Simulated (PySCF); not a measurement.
```yaml
atoms:
  - { symbol: C, position_ang: [2.3246, -0.5473, 0.6464] }
  - { symbol: S, position_ang: [1.3598, 0.9709, 0.8880] }
  - { symbol: C, position_ang: [0.4683, 0.9668, -0.7032] }
  - { symbol: O, position_ang: [-0.3050, -0.1883, -0.8652] }
  - { symbol: C, position_ang: [-1.4805, -0.2059, -0.2427] }
  - { symbol: N, position_ang: [-2.2094, -1.3510, -0.2752] }
  - { symbol: C, position_ang: [-3.2959, -1.1830, 0.3573] }
  - { symbol: S, position_ang: [-3.4570, 0.3917, 1.0123] }
  - { symbol: N, position_ang: [-1.9853, 0.8174, 0.3945] }
  - { symbol: H, position_ang: [2.8043, -0.7728, 1.5924] }
  - { symbol: H, position_ang: [3.0717, -0.3835, -0.1250] }
  - { symbol: H, position_ang: [1.6480, -1.3493, 0.3657] }
  - { symbol: H, position_ang: [-0.1433, 1.8716, -0.7144] }
  - { symbol: H, position_ang: [1.1990, 0.9621, -1.5131] }
```

Geometry: GFN2-xTB.

All numbers below come from UKS B3LYP, pcH-1 on C H N O S, non-relativistic, mean-field spin-orbit, GIAO in PySCF 2.14.0, density-fitted response routines.

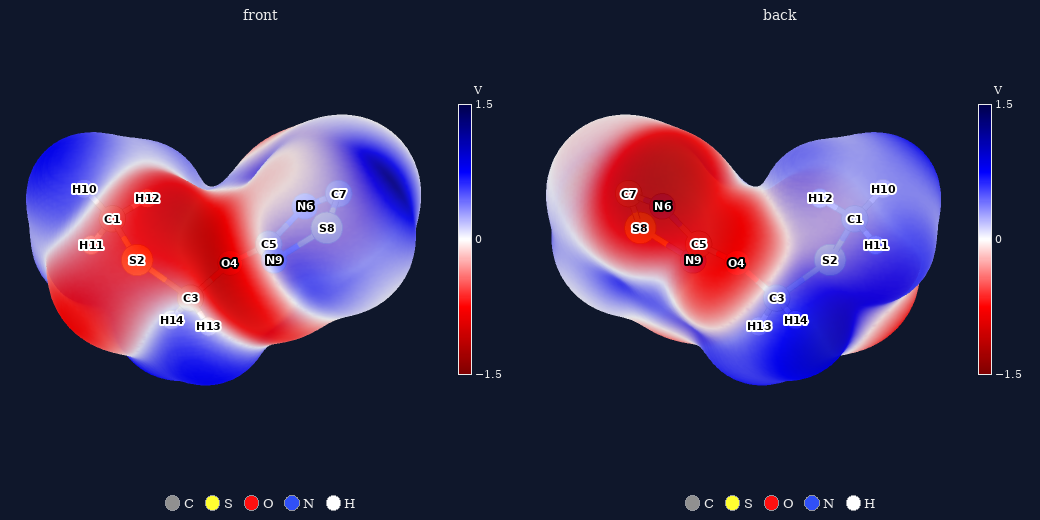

C4H5N2OS2 (doublet). The molecular electrostatic potential painted on the density surface at 0.001 e/bohr³, seen from the front and from behind; the colour scale runs from red (negative) to blue (positive).

Question: Which sites attract a positive test charge, and which a negative one?

Answer: A positive charge is drawn to the negative regions and a negative charge to the positive ones. The most negative region (about −1.2 V) lies over N6, the most positive (about +1.1 V) over S8. N6 is the likeliest acceptor of a hydrogen bond.
